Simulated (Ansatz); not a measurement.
Breaking a bond: AsH (cation, charge +1), lowest doublet found (which spin is the ground state isn't settled by this scan).

UKS-PBE = unrestricted PBE/aug-cc-pVTZ (Ansatz, a first-principles code); UKS-PBE0 = unrestricted PBE0/aug-cc-pVTZ (Ansatz); UKS-CAM-B3LYP = unrestricted CAM-B3LYP/aug-cc-pVTZ run with Ansatz; UCCSD(T) = CCSD(T) on UHF/aug-cc-pVTZ, cores with 3d frozen (Ansatz); FCI = full CI/aug-cc-pVTZ, cores with 3d frozen (Ansatz).

Cost and accuracy over the 20 points of the scan, with FCI as yardstick. Costs are rough ratios of core time within Ansatz on shared cores, each with its mean field (Kohn-Sham runs search longer for lower solutions than correlated ones do); the miss is the largest error against full CI of the curve after the mean shift, in kJ/mol.

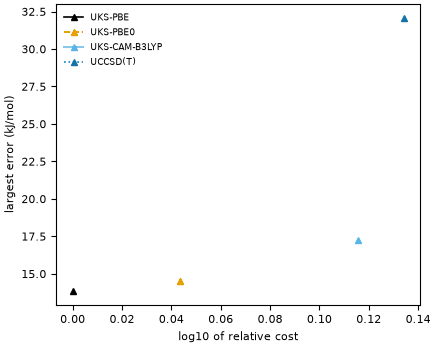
Miss against cost, one point a level.

```json
[
 {"level": "UKS-PBE", "relative cost": "1", "largest error": "13.8"},
 {"level": "UKS-PBE0", "relative cost": "1", "largest error": "14.5"},
 {"level": "UKS-CAM-B3LYP", "relative cost": "1", "largest error": "17.2"},
 {"level": "UCCSD(T)", "relative cost": "1", "largest error": "32.1"}
]
```

Costs within a factor of two of each other count as equal.

The scan ran from 1.08 to 5.05 Å; beyond the distances shown full CI changes its symmetry label. The unrestricted determinant behind UKS-PBE is spin-contaminated at 2.64 to 3.73 Å (<S²> up to 1.8, against 0.75 for a pure doublet). The unrestricted determinant behind UKS-PBE0, UKS-CAM-B3LYP is spin-contaminated at 2.38 to 3.73 Å (<S²> up to 1.8, against 0.75 for a pure doublet). The unrestricted determinant behind UCCSD(T) is spin-contaminated at 2.04 to 3.73 Å (<S²> up to 1.8, against 0.75 for a pure doublet).
